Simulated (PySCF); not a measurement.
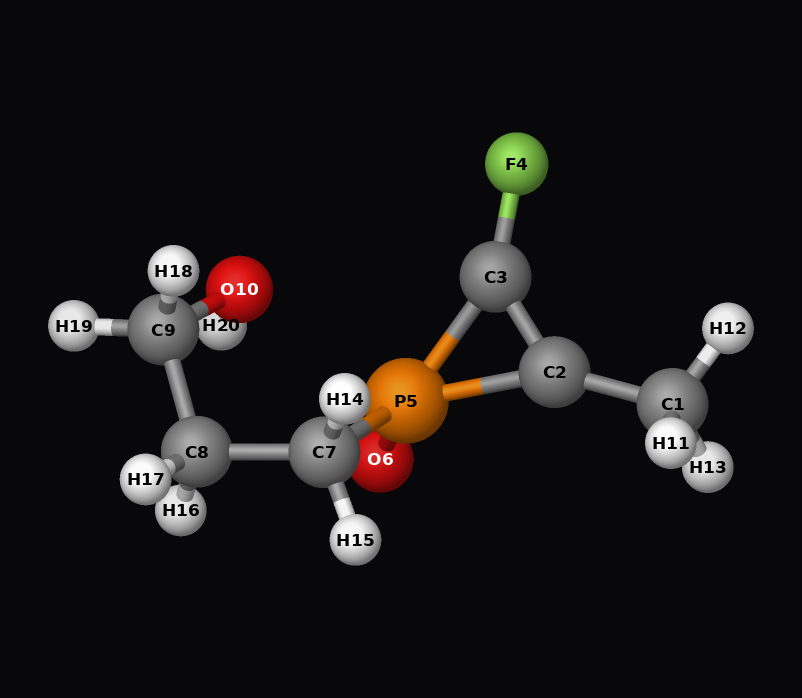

The computed structure is the end point of a GFN2-xTB optimisation. No frequency run is at hand to confirm it as a minimum. Electric field gradients from the ground-state density, PBE0/pcSseg-1 (PySCF 2.14.0), non-relativistic apart from any core potentials.

Give the largest field-gradient component, the quadrupole coupling constant and the asymmetry for 17O at O6 (Q = −25.6 mb), 17O at O10 (Q = −25.6 mb), 2H at H11 (Q = 2.86 mb), 2H at H12 (Q = 2.86 mb).

```tsv
atom	V_zz (a.u.)	e²qQ/h (MHz)	η
O6	0.805	−4.84	0.35
O10	1.685	−10.14	0.93
H11	0.310	0.208	0.02
H12	0.310	0.208	0.03
```

The geometry is semi-empirical. Around P such bond lengths and angles can be off by a tenth of an ångström or more and by several degrees, and values that hang on the shape move with them.
